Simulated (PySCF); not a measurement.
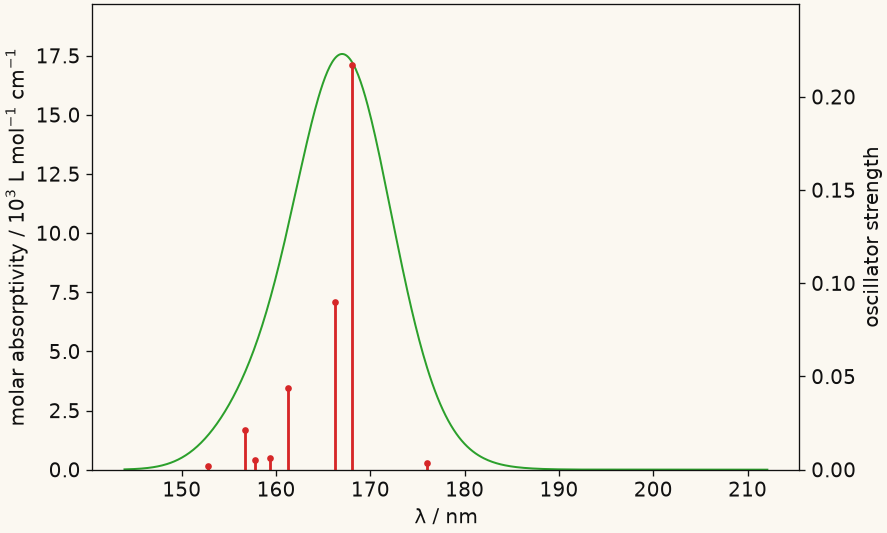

Computed absorption of C₅H₁₂OSi, SMILES C=CCCC[SiH2]O. Vertical TDDFT excitations, CAM-B3LYP/def2-SVPD with PySCF, at a GFN2-xTB geometry (no frequency check), gas phase. The lowest 8 singlet states are shown; each is broadened by a Gaussian of 1/e half-width 0.30 eV. Sticks give oscillator strengths (right axis).

### Where is the maximum of the broadened curve, and how high is it?

At about 7.4 eV (167 nm), with ε near 18000 L mol⁻¹ cm⁻¹.

### Which of the computed transitions is the brightest, and what character does the calculation give it?

S2 at 7.38 eV (168 nm), f = 0.217, mainly HOMO → LUMO+1 (81 %).

Known limits of this run: the tight-binding geometry is rougher than a DFT one and adds to the error; one conformer of a flexible molecule; core orbitals are frozen in the response.
